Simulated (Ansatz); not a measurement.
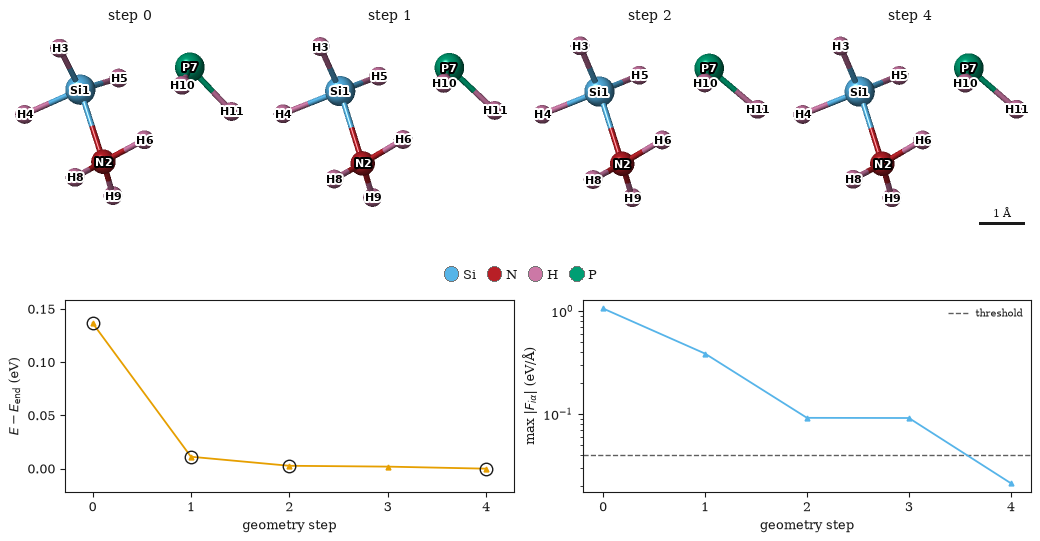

Frames of a constrained relaxation of SiPNH8, marked on the history of the run. Style: ball-and-stick. Shown at a tilt.

The reaction that was planned forms Si1–P7, N2–H6 and breaks Si1–N2, H6–P7 (atoms numbered from 1 in input order).

All numbers below come from RKS PBE0-D4/def2-SVP (Ansatz).

Input
```yaml
crystal:
  periodic: [false, false, false]
  atoms:
    - {symbol: Si, position_ang: [-1.113400, -0.518700, 0.427100]}
    - {symbol: N, position_ang: [0.737400, -0.405000, 0.717600]}
    - {symbol: H, position_ang: [-1.741700, 0.741300, 0.766300]}
    - {symbol: H, position_ang: [-1.371500, -1.389600, 1.606900]}
    - {symbol: H, position_ang: [-1.365700, -1.371000, -0.717300]}
    - {symbol: H, position_ang: [0.852300, 0.261400, -0.183700]}
    - {symbol: P, position_ang: [-0.036300, 1.153500, -1.631000]}
    - {symbol: H, position_ang: [1.012000, 0.043400, 1.586400]}
    - {symbol: H, position_ang: [1.241800, -1.282600, 0.633900]}
    - {symbol: H, position_ang: [0.682600, 2.160200, -1.018000]}
    - {symbol: H, position_ang: [1.102700, 0.607000, -2.188200]}
basis:
  gaussian: {orbitals: def2-SVP}
hamiltonian: {xc: pbe0, dispersion: d4}
relax: {f_tol: 0.04, max_steps: 150, escape_saddle: false, constraints: [{distance: [0, 6]}, {distance: [1, 5]}, {distance: [0, 1]}, {distance: [5, 6]}]}
```

Run as
```bash
ansatz run in.yaml --threads 4 --pin off --events-out ev --progress --plain --max-ram 9574MiB
```

### Describe the path.

The largest move after the best rigid fit is that of H11, 0.12 Å. Largest moves by element: H 0.12 Å, N 0.05 Å, Si 0.05 Å, P 0.03 Å. Among the contacts that change: P7–H10 1.381 → 1.433 Å, Si1–H3 1.448 → 1.481 Å, Si1–H4 1.489 → 1.513 Å, N2–H8 1.016 → 1.024 Å. Bond angles that change, for instance: H3–Si1–H5 128.4° → 120.8°, N2–Si1–H5 109.2° → 112.4°, N2–Si1–H3 109.8° → 112.5°. Over 4 geometry steps the energy falls by 0.137 eV. Largest force component: 1.1 eV/Å at the start, 0.021 eV/Å at the end. The run took 7 s on 4 threads of Arm Neoverse V1, on a shared host. From step 0 to 1: H10 moves most (0.09 Å), energy −0.126 eV. From step 1 to 2: H11 moves most (0.07 Å), energy −0.008 eV. From step 2 to 4: H11 moves most (0.03 Å), energy −0.003 eV.

```json
{"step": "0", "E − E(0), eV": "0.0000", "largest force component, eV/Å": "1.0659"}
{"step": "1", "E − E(0), eV": "-0.1256", "largest force component, eV/Å": "0.3882"}
{"step": "2", "E − E(0), eV": "-0.1341", "largest force component, eV/Å": "0.0920"}
{"step": "3", "E − E(0), eV": "-0.1349", "largest force component, eV/Å": "0.0917"}
{"step": "4", "E − E(0), eV": "-0.1368", "largest force component, eV/Å": "0.0213"}
```
